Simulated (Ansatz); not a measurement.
# PH2 (SMILES [PH2]): UBHLYP/6-31G(d) (spherical functions)

What is the electronic atomisation energy of PH2 at UBHLYP/6-31G* (spherical functions)? 

Program for the calculation: Ansatz 0.2.0.

46 further runs of the same task are left out: 46 set aside as unsound or not needed.

**1. The system as given**

The species is PH2 (3 atoms), meant as a doublet with charge 0. SMILES: `[PH2]`. The coordinates come from a GFN2-xTB relaxation.

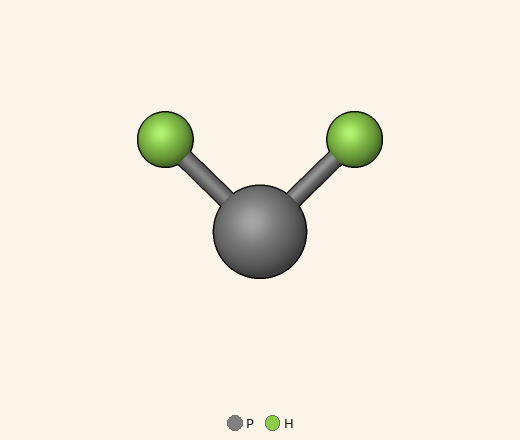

The structure, seen from a chosen angle (phosphorus grey, hydrogen green).

**2. A single-point energy at UBHLYP/6-31G(d) (spherical functions)**

Input file job.yaml:

```yaml
basis:
  gaussian:
    orbitals: 6-31G_st_-spherical.json
crystal:
  periodic: [false, false, false]
  atoms:
    - {symbol: P, position_ang: [0.514470, -0.302750, 0.252680]}
    - {symbol: H, position_ang: [0.111510, 1.027360, 0.172420]}
    - {symbol: H, position_ang: [-0.625980, -0.724620, -0.425100]}
total_charge: 0
magnetization:
  spin_polarized: true
  initial_magnetization: 1
hamiltonian:
  xc: {name: BHLYP}
accuracy: high
```

The basis set 6-31G* is read from a file made from the Basis Set Exchange's data (not shown).

Run with:

```bash
$ ansatz run job.yaml --threads 1 --pin off --max-ram 2610MiB --events-out events.jsonl --progress --plain --runs-dir runs
```

Log:

```text
Warning: RAYON_NUM_THREADS=1 ignored (pool sized by the plan → 1); use --threads N
Functional definition: BHLYP
  name "BHLYP"
  parameter a = 0.5
  exchange = (1 - a)*b88_x + a*exact_x
  correlation = lyp_c
379 factors; integrals over basis functions are off by at most 3.4e-9 eV
mean field evaluation 1: about -9319.1668 eV, gradient 3.8e0 eV
mean field evaluation 2: about -9319.2881 eV, gradient 1.4e0 eV
mean field evaluation 4: about -9319.3178 eV, gradient 3.6e-1 eV
mean field evaluation 8: about -9319.3194 eV, gradient 5.4e-3 eV
mean field evaluation 16: about -9319.3194 eV, gradient 2.8e-7 eV
mean field -9319.31936849 eV, -342.4786699305 hartree, gradient 4.4e-8 eV, S^2 0.755236; 0 other end points of the search recorded, 0 dependent functions left out
reference -9319.31938677 eV, -342.4786706023 hartree; 9, 8 occupied and 13, 14 virtual orbitals, 379 factors
Total energy: -9319.31938677 eV, -342.4786706023 hartree
```

It took 1.3 s on 1 thread of Arm Neoverse V1, shared host; peak memory 0.099 GiB.

**3. The H atom at the same level**

Input file input.yaml:

```yaml
crystal:
  periodic: [false, false, false]
  atoms:
    - {symbol: H, position_ang: [0.000000, 0.000000, 0.000000]}
basis:
  gaussian:
    orbitals: "6-31G*"
magnetization:
  spin_polarized: true
  initial_magnetization: 1
hamiltonian:
  xc: {name: BHLYP}
accuracy: high
```

Run the same way, it converges to -0.49683 Eh (log not shown).

**4. The P atom**

Input file molecule.yaml:

```yaml
crystal:
  periodic: [false, false, false]
  atoms:
    - symbol: P
      position_ang: [0.000000, 0.000000, 0.000000]
basis:
  gaussian: {orbitals: 6-31G_st_-spherical.json}
magnetization: {spin_polarized: true, initial_magnetization: 3}
hamiltonian: {xc: {name: BHLYP}}
accuracy: high
```

The basis set 6-31G* is read from a file made from the Basis Set Exchange's data (not shown).

Run the same way, it converges to -341.24556 Eh (log not shown).

**5. Results**

Level: UBHLYP/6-31G* (spherical functions).

| quantity | value |
| --- | --- |
| molecule: total energy | -342.47867 Eh |
| molecule: ⟨S²⟩ | 0.755 |
| H atom: total energy | -0.49683 Eh |
| H atom: ⟨S²⟩ | 0.750 |
| P atom: total energy | -341.24556 Eh |
| P atom: ⟨S²⟩ | 3.750 |
| electronic atomisation energy | 6.516 eV |

In words: Taking the molecule apart into free atoms costs 6.52 eV (150 kcal/mol), before zero-point energy and without spin-orbit coupling.
